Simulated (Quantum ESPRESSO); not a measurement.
# Be3Sb (Pm-3m): zone-centre phonons, part 2 of 2

Which modes does Be3Sb (Pm-3m) have at the zone centre?

Quantum ESPRESSO 7.5; DFT LDA, scalar-relativistic, plane waves, PseudoDojo norm-conserving pseudopotentials.

So far. Step 2 (A first look): No gap opens on this mesh, so smearing is kept; the start stands at -0.66 GPa. Step 4 (Ground state): The cell stands at -0.046 GPa, close enough for phonons. The relaxed cell has a = 3.678 Å (conventional setting).

The structure was built from a prototype and need not be the compound's stable phase.

### 5. Zone-centre response

At q = 0 one unit cell holds all displacements; symmetry groups them into irreducible representations that are solved one by one. With smeared occupations no response to a homogeneous field can be asked.

ph.in reads:

```
phonons
&INPUTPH
  prefix       = 'x'
  outdir       = './tmp'
  fildyn       = 'g.dyn'
  tr2_ph       = 1.0d-18
  alpha_mix(1) = 0.4
  nmix_ph      = 8
/
0.000000000000 0.000000000000 0.000000000000
```

The run is started by

```console
OMP_NUM_THREADS=1 mpirun -n 4 ph.x -nk 4 -in ph.in > ph.out
```

Output:

```text
[banners, grids, parts of the stress and lines that vanish by symmetry left out]
[banner, memory and clock lines left out]
Program PHONON v.7.5

     ./tmp/x.save/

     IMPORTANT: XC functional enforced from input :
     Exchange-correlation= PW
                           (   1   4   0   0   0   0   0)
     Any further DFT definition will be discarded
     Please, verify this is what you really want

     G-vector sticks info

     Reading collected, re-writing distributed wavefunctions in ./tmp/

     Number and degeneracy of irreps per q-point
       N         xq(1)         xq(2)         xq(3)   N irreps
       1   0.000000000   0.000000000   0.000000000       4
        3   3   3   3

     Calculation of q =    0.0000000   0.0000000   0.0000000

     phonons

     bravais-lattice index     =            0
     lattice parameter (alat)  =       6.9509  a.u.
     unit-cell volume          =     335.8398 (a.u.)^3
     number of atoms/cell      =            4
     number of atomic types    =            2
     kinetic-energy cut-off    =      76.0000  Ry
     charge density cut-off    =     304.0000  Ry
     convergence threshold     =      1.0E-18
     beta                      =       0.4000
     number of iterations used =            8
     Exchange-correlation= PW
                           (   1   4   0   0   0   0   0)

     celldm(1)=    6.95095  celldm(2)=    0.00000  celldm(3)=    0.00000
     celldm(4)=    0.00000  celldm(5)=    0.00000  celldm(6)=    0.00000

     crystal axes: (cart. coord. in units of alat)
               a(1) = (  1.0000  0.0000  0.0000 )
               a(2) = (  0.0000  1.0000  0.0000 )
               a(3) = (  0.0000  0.0000  1.0000 )

     reciprocal axes: (cart. coord. in units 2 pi/alat)
               b(1) = (  1.0000  0.0000  0.0000 )
               b(2) = (  0.0000  1.0000  0.0000 )
               b(3) = (  0.0000  0.0000  1.0000 )

     Atoms inside the unit cell:

     Cartesian axes

     site n.  atom      mass           positions (alat units)
        1  Sb    121.7600   tau(    1) = (    0.00000    0.00000    0.00000  )
        2  Be      9.0122   tau(    2) = (    0.00000    0.50000    0.50000  )
        3  Be      9.0122   tau(    3) = (    0.50000    0.00000    0.50000  )
        4  Be      9.0122   tau(    4) = (    0.50000    0.50000    0.00000  )

     Computing dynamical matrix for
                    q = (   0.0000000   0.0000000   0.0000000 )

     49 Sym.Ops. (with q -> -q+G )

     G cutoff =  372.0506  (  30095 G-vectors)     FFT grid: ( 40, 40, 40)

     number of k points=    35  Marzari-Vanderbilt smearing, width (Ry)=  0.0200
                       cart. coord. in units 2pi/alat
        k(    1) = (   0.0000000   0.0000000   0.0000000), wk =   0.0039062
        k(    2) = (   0.0000000   0.0000000   0.1250000), wk =   0.0234375
        k(    3) = (   0.0000000   0.0000000   0.2500000), wk =   0.0234375
        [... further k-points left out ...]

     PseudoPot. # 1 for Sb read from file:
     ./pseudo/Sb.upf
     Pseudo is Norm-conserving + core correction, Zval = 15.0
     Using radial grid of 1416 points,  6 beta functions with:
                l(1) =   0
                l(2) =   0
                l(3) =   1
                l(4) =   1
                l(5) =   2
                l(6) =   2

     PseudoPot. # 2 for Be read from file:
     ./pseudo/Be.upf
     Pseudo is Norm-conserving, Zval =  4.0
     Using radial grid of 1358 points,  4 beta functions with:
                l(1) =   0
                l(2) =   0
                l(3) =   1
                l(4) =   1

     Mode symmetry, O_h (m-3m)  point group:

     Atomic displacements:
     There are    4 irreducible representations

     Representation     1      3 modes -  To be done

     Representation     2      3 modes -  To be done

     Representation     3      3 modes -  To be done

     Representation     4      3 modes -  To be done

     Alpha used in Ewald sum =   2.8000

     Representation #   1 modes #   1   2   3

     Self-consistent Calculation
      iter #   1   av.it.:   6.7
      thresh= 1.000E-02 alpha_mix =  0.400 |ddv_scf|^2 =  4.719E-07
      iter #   2   av.it.:  13.1
      thresh= 6.869E-05 alpha_mix =  0.400 |ddv_scf|^2 =  2.504E-08
      iter #   3   av.it.:  13.5
      thresh= 1.582E-05 alpha_mix =  0.400 |ddv_scf|^2 =  2.866E-09
      iter #   4   av.it.:  13.9
      thresh= 5.353E-06 alpha_mix =  0.400 |ddv_scf|^2 =  1.516E-10
      iter #   5   av.it.:  14.2
      thresh= 1.231E-06 alpha_mix =  0.400 |ddv_scf|^2 =  1.156E-12
      iter #   6   av.it.:  14.0
      thresh= 1.075E-07 alpha_mix =  0.400 |ddv_scf|^2 =  4.646E-14
      iter #   7   av.it.:  14.1
      thresh= 2.155E-08 alpha_mix =  0.400 |ddv_scf|^2 =  2.070E-15
      iter #   8   av.it.:  14.2
      thresh= 4.550E-09 alpha_mix =  0.400 |ddv_scf|^2 =  1.464E-17
      iter #   9   av.it.:  14.3
      thresh= 3.826E-10 alpha_mix =  0.400 |ddv_scf|^2 =  1.135E-18
      iter #  10   av.it.:  14.6
      thresh= 1.065E-10 alpha_mix =  0.400 |ddv_scf|^2 =  1.256E-20

     End of self-consistent calculation

     Convergence has been achieved

     Representation #   2 modes #   4   5   6

     Self-consistent Calculation
      iter #   1   av.it.:   5.7
      thresh= 1.000E-02 alpha_mix =  0.400 |ddv_scf|^2 =  1.783E-07
      iter #   2   av.it.:  12.4
      thresh= 4.222E-05 alpha_mix =  0.400 |ddv_scf|^2 =  2.428E-08
      iter #   3   av.it.:  13.1
      thresh= 1.558E-05 alpha_mix =  0.400 |ddv_scf|^2 =  2.001E-09
      iter #   4   av.it.:  13.1
      thresh= 4.473E-06 alpha_mix =  0.400 |ddv_scf|^2 =  8.310E-11
[...]
End of self-consistent calculation

     Convergence has been achieved

     Representation #   3 modes #   7   8   9

     Self-consistent Calculation
[...]
End of self-consistent calculation

     Convergence has been achieved

     Representation #   4 modes #  10  11  12

     Self-consistent Calculation
[...]
iter #   2   av.it.:  12.6
      thresh= 3.539E-05 alpha_mix =  0.400 |ddv_scf|^2 =  2.608E-08
      iter #   3   av.it.:  13.5
      thresh= 1.615E-05 alpha_mix =  0.400 |ddv_scf|^2 =  4.150E-10
      iter #   4   av.it.:  14.1
      thresh= 2.037E-06 alpha_mix =  0.400 |ddv_scf|^2 =  6.018E-13
      iter #   5   av.it.:  13.8
      thresh= 7.758E-08 alpha_mix =  0.400 |ddv_scf|^2 =  1.662E-13
      iter #   6   av.it.:  14.3
      thresh= 4.077E-08 alpha_mix =  0.400 |ddv_scf|^2 =  4.498E-16
      iter #   7   av.it.:  14.8
      thresh= 2.121E-09 alpha_mix =  0.400 |ddv_scf|^2 =  5.864E-18
      iter #   8   av.it.:  14.9
      thresh= 2.422E-10 alpha_mix =  0.400 |ddv_scf|^2 =  7.201E-20

     End of self-consistent calculation

     Convergence has been achieved

     Number of q in the star =    1
     List of q in the star:
          1   0.000000000   0.000000000   0.000000000

     Diagonalizing the dynamical matrix

     q = (    0.000000000   0.000000000   0.000000000 )

 **************************************************************************
     freq (    1) =      -6.520904 [THz] =    -217.513939 [cm-1]
     freq (    2) =      -6.520904 [THz] =    -217.513939 [cm-1]
     freq (    3) =      -6.520904 [THz] =    -217.513939 [cm-1]
     freq (    4) =      -0.051555 [THz] =      -1.719681 [cm-1]
     freq (    5) =      -0.051555 [THz] =      -1.719681 [cm-1]
     freq (    6) =      -0.051555 [THz] =      -1.719681 [cm-1]
     freq (    7) =       6.632967 [THz] =     221.251964 [cm-1]
     freq (    8) =       6.632967 [THz] =     221.251964 [cm-1]
     freq (    9) =       6.632967 [THz] =     221.251964 [cm-1]
     freq (   10) =      10.345833 [THz] =     345.099834 [cm-1]
     freq (   11) =      10.345833 [THz] =     345.099834 [cm-1]
     freq (   12) =      10.345833 [THz] =     345.099834 [cm-1]
 **************************************************************************

     Mode symmetry, O_h (m-3m)  point group:

     freq (   1-   3) =       -217.5  [cm-1]   --> T_1u G_15  G_4- I
     freq (   4-   6) =         -1.7  [cm-1]   --> T_1u G_15  G_4- I
     freq (   7-   9) =        221.3  [cm-1]   --> T_2u G_25  G_5-
     freq (  10-  12) =        345.1  [cm-1]   --> T_1u G_15  G_4- I
```

Run time: 4.9 min. Hardware: 4 MPI ranks of Arm Neoverse V1, shared host.

Numbers from this step:

* largest acoustic frequency at the zone centre before the sum rule: -1.72 cm⁻¹
* highest optical zone-centre mode (no LO-TO term): 345.1 cm⁻¹
* lowest optical zone-centre mode: -217.5 cm⁻¹

The acoustic modes at Γ come out as far as 1.7 cm⁻¹ from zero, where they should vanish, a small numerical error. The lowest optical mode is imaginary, 218i cm⁻¹, an instability at this level and on this k mesh.

### 6. Zone-centre analysis

A rigid shift of the crystal must cost nothing, but grids and finite bases break this; the acoustic sum rule is imposed before the matrix is diagonalised again.

dynmat.in reads:

```
&INPUT
  fildyn = 'g.dyn'
  asr    = 'simple'
  fileig = 'dynmat.eig'
/
```

The run is started by

```console
dynmat.x -in dynmat.in > dynmat.out
```

Output:

```text
[banner, memory and clock lines left out]
Program DYNMAT v.7.5

     Reading Dynamical Matrix from file g.dyn
     ...Force constants read
     ...epsilon and Z* not read (not found on file)
     A direction for q was not specified:TO-LO splitting will be absent

     Polarizability (A^3 units)
     multiply by 1.000000 for Clausius-Mossotti correction
         0.000000    0.000000    0.000000
         0.000000    0.000000    0.000000
         0.000000    0.000000    0.000000

     IR activities are in (D/A)^2/amu units

# mode   [cm-1]    [THz]      IR
    1   -217.59   -6.5231    0.0000
    2   -217.59   -6.5231    0.0000
    3   -217.59   -6.5231    0.0000
    4     -0.00   -0.0000    0.0000
    5     -0.00   -0.0000    0.0000
    6      0.00    0.0000    0.0000
    7    221.21    6.6317    0.0000
    8    221.21    6.6317    0.0000
    9    221.21    6.6317    0.0000
   10    345.08   10.3452    0.0000
   11    345.08   10.3452    0.0000
   12    345.08   10.3452    0.0000

[end of the log left out, with the tail of the file of modes that dynmat.x writes under the same name]
```

Run time: 0.46 s. Hardware: 1 thread.

This step gave:

```yaml
lowest_optical_zone_centre_mode: -217.6 cm⁻¹
```

Unit eigenvectors of the mass-weighted matrix after the sum rule; no LO-TO term. The modes at Γ (shares of kinetic energy by element, %) (negative means imaginary):

```tsv
mode	frequency (cm⁻¹)	Sb %	Be %
1	-217.6	6	94
2	-217.6	6	94
3	-217.6	6	94
4	0.0	82	18
5	0.0	82	18
6	0.0	82	18
7	221.2	0	100
8	221.2	0	100
9	221.2	0	100
10	345.1	13	87
11	345.1	13	87
12	345.1	13	87
```

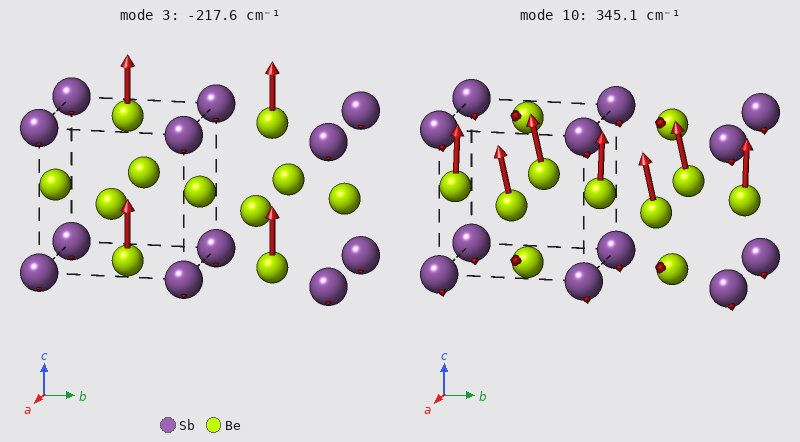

Displacement patterns of modes 3 and 10 at Γ; arrows are exaggerated. 1×2×1 cells are drawn. Some periodic images of atoms are drawn too.

The rule moves no optical mode by more than 0.1 cm⁻¹.

### 7. Sum rules set otherwise: a sum rule for molecules or wires on a crystal

This rule also removes rotations, which suits molecules and not a crystal; it is tried to see the harm.

dynmat.in reads:

```
&INPUT
  fildyn = 'g.dyn'
  asr    = 'zero-dim'
  fileig = 'dynmat.eig'
/
```

The run is started by

```console
dynmat.x -in dynmat.in > dynmat.out
```

Output:

```text
[banner, memory and clock lines left out]
Program DYNMAT v.7.5

     Reading Dynamical Matrix from file g.dyn
     ...Force constants read
     ...epsilon and Z* not read (not found on file)
     Acoustic Sum Rule: || Z*(ASR) - Z*(orig)|| =    0.000000E+00
     Acoustic Sum Rule: ||dyn(ASR) - dyn(orig)||=    1.837387E-01
     A direction for q was not specified:TO-LO splitting will be absent

     Polarizability (A^3 units)
     multiply by 1.000000 for Clausius-Mossotti correction
         0.000000    0.000000    0.000000
         0.000000    0.000000    0.000000
         0.000000    0.000000    0.000000

     IR activities are in (D/A)^2/amu units

# mode   [cm-1]    [THz]      IR
    1   -217.55   -6.5221    0.0000
    2     -0.00   -0.0000    0.0000
    3     -0.00   -0.0000    0.0000
    4      0.00    0.0000    0.0000
    5      0.00    0.0000    0.0000
    6      0.00    0.0000    0.0000
    7      0.00    0.0000    0.0000
    8    110.89    3.3243    0.0000
    9    110.89    3.3243    0.0000
   10    345.06   10.3447    0.0000
   11    399.26   11.9696    0.0000
   12    399.26   11.9696    0.0000

[end of the log left out, with the tail of the file of modes that dynmat.x writes under the same name]
```

Elapsed: 0.45 s, on 1 thread.

The program raised no error, yet the settings are not those of a careful run.

The fault: a sum rule for molecules or wires on a crystal; 3 optical modes are projected out to zero frequency, as if they were rotations.

For a crystal the rule has to be 'simple' or 'crystal'.

Zone-centre frequencies as printed; negative means imaginary. Modes:

```tsv
mode	frequency (cm⁻¹)
1	-217.6
2	0
3	0
4	0
5	0
6	0
7	0
8	110.9
9	110.9
10	345.1
11	399.3
12	399.3
```

### 8. Sum rules set otherwise (asr no)

Without the rule the raw error of the acoustic modes shows.

dynmat.in reads:

```
&INPUT
  fildyn = 'g.dyn'
  asr    = 'no'
  fileig = 'dynmat.eig'
/
```

The run is started by

```console
dynmat.x -in dynmat.in > dynmat.out
```

Output:

```text
[banner, memory and clock lines left out]
Program DYNMAT v.7.5

     Reading Dynamical Matrix from file g.dyn
     ...Force constants read
     ...epsilon and Z* not read (not found on file)
     A direction for q was not specified:TO-LO splitting will be absent

     Polarizability (A^3 units)
     multiply by 1.000000 for Clausius-Mossotti correction
         0.000000    0.000000    0.000000
         0.000000    0.000000    0.000000
         0.000000    0.000000    0.000000

     IR activities are in (D/A)^2/amu units

# mode   [cm-1]    [THz]      IR
    1   -217.51   -6.5209    0.0000
    2   -217.51   -6.5209    0.0000
    3   -217.51   -6.5209    0.0000
    4     -1.72   -0.0515    0.0000
    5     -1.72   -0.0515    0.0000
    6     -1.72   -0.0515    0.0000
    7    221.25    6.6330    0.0000
    8    221.25    6.6330    0.0000
    9    221.25    6.6330    0.0000
   10    345.10   10.3458    0.0000
   11    345.10   10.3458    0.0000
   12    345.10   10.3458    0.0000

[end of the log left out, with the tail of the file of modes that dynmat.x writes under the same name]
```

It took 0.45 s on 1 thread.

Numbers from this step:

| Property | Result |
| --- | --- |
| lowest optical zone-centre mode | -217.5 cm⁻¹ |

Zone-centre frequencies as printed; negative means imaginary. Modes:

```tsv
mode	frequency (cm⁻¹)
1	-217.5
2	-217.5
3	-217.5
4	-1.72
5	-1.72
6	-1.72
7	221.2
8	221.2
9	221.2
10	345.1
11	345.1
12	345.1
```

Against the first rule no mode moves by more than 1.8 cm⁻¹.

### 9. Summary of results

| Quantity | Value |
| --- | --- |
| space group after relaxation | Pm-3m |
| volume per atom | 12.4 Å³ |
| highest optical zone-centre mode (no LO-TO term) | 345.1 cm⁻¹ |
| lowest optical zone-centre mode | -217.6 cm⁻¹ |
| imaginary optical modes at the zone centre (no q mesh in this session) | yes |

What this shows: At the LDA level the optical modes of Be3Sb (Pm-3m) at the zone centre run from 218i to 345 cm⁻¹, so the structure is a saddle point, with 3 modes beyond 10i cm⁻¹ there. Of the 9 optical modes, 6 are infrared active alone and 3 are silent. These are harmonic frequencies at zero temperature: anharmonic shifts and linewidths and thermal expansion are left out. Spin-orbit coupling is left out, which can matter for the heavy elements here. In a metal the frequencies hang on the k mesh and the smearing, most of all near Kohn anomalies. The runs are without spin polarisation, although the cell has an odd electron count or an open d or f shell, so a magnetic state was not tested. The relaxation ran at 76 Ry, under the 88 Ry recommended for these files; the stress of so short a basis can leave the cell about one per cent too small. The structure is a hypothetical one, built on a prototype.

[Host names and launcher messages were left out of these logs when they were recorded.]

[Logs are printed without paths, hosts, clocks, repeated set-up lines and the standing remarks that a program may print on its own settings, such as how far it seeks lower states.]

[Hosts, paths, dates, database ids (printed as entryN), source tags and the programs' standing remarks are cut or masked in the printed files.]
